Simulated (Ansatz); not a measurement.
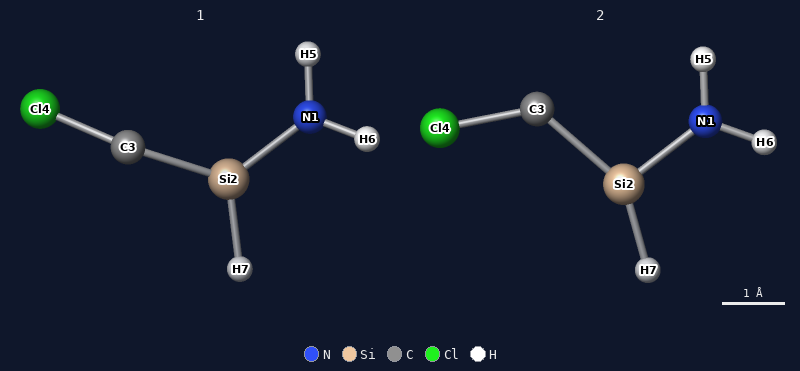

Two geometries of CH3ClNSi (charge +1), drawn at one scale. One is the start of a relaxation, the other its converged end. The picture is a ball-and-stick view, seen face on.

Level of theory: RKS B3LYP/def2-SVP (Ansatz). Set-up: no spin polarisation; force threshold 0.015 eV/Å; at most 40 steps.

Question: Which of the two is the end point?

Answer: Structure 1 is the relaxed one. The run prepares an end point of a later path (torsion) calculation, from a guessed geometry. The energy falls by 45.3 kJ/mol in 29 accepted moves (30 points after the start). The largest force component goes from 0.99 to 0.015 eV/Å. The line search rejected the trial step at point 16 of the run. The forces were under the threshold at step 7, but the run went on from there. C3 moves most after the best rigid fit: 0.68 Å. Largest moves by element: C 0.68 Å, Cl 0.32 Å, H 0.21 Å, Si 0.16 Å, N 0.11 Å. Near-neighbour distances that change, for instance: Si2–C3 1.865 → 1.772 Å, Si2–H7 1.452 → 1.470 Å, C3–Cl4 1.608 → 1.599 Å, N1–H5 1.011 → 1.019 Å. Among the angles between lasting bonds that change: C3–Si2–H7 146.5° → 114.2°, Si2–C3–Cl4 127.8° → 151.2°, N1–Si2–C3 101.2° → 121.6°. Groups turn about Si2–C3 by about 95°.
